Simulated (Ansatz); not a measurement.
# A thicker film of KMgF3 (001), MgF2 faces from two thinner ones

In a field along its normal an insulating film takes a dipole p. Written as a length, p/(ε₀AE), it should grow by 1 − 1/ε for each ångström added.

**Method.** Ansatz 0.2.0, plane waves with PAW datasets (its set soft_2), PBEsol; perovskite films relaxed at a bulk in-plane lattice constant near the measured one, then held in weak fields of both signs with a dipole correction (A is the cell's area, E the outer field).

| run | distance between the outer atoms (Å) | p/(ε₀AE) (Å) |
| --- | --- | --- |
| 2 units | 8.096 | 5.653 |
| 3 units | 12.089 | 7.761 |
| 5 units | 20.077 | ? |

Q: Estimate the withheld value from the rows shown.

Two rows fix a line: slope = (7.761 − 5.653) / (12.089 − 8.096) = 0.5279, intercept 1.3792. That slope means ε = 1/(1 − 0.5279) = 2.12. At 20.077 it gives 0.5279 × 20.077 + 1.3792 = 11.978 Å, beyond the rows fitted. Rounding of the rows alone allows about ±0.004 Å there; two rows can't show whether the line holds.

The run itself gives 11.979 Å: a miss of +0.001 Å, or 0.0 % of the value. The length is met to within 1 %, though ε is more sensitive than the length: the two thickest films give ε = 2.12.

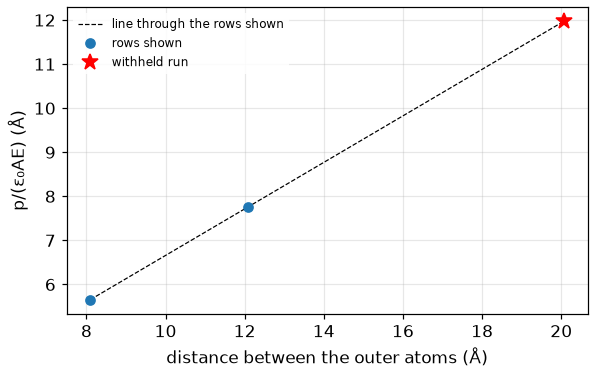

The fit and the withheld run.

Caveats: This is the electronic response alone. A unit is one step of the cut along the normal (a plane, a pair of planes or a cell), and the layers relax along it, away from their bulk spacing where the functional's lattice constant differs from the one held.
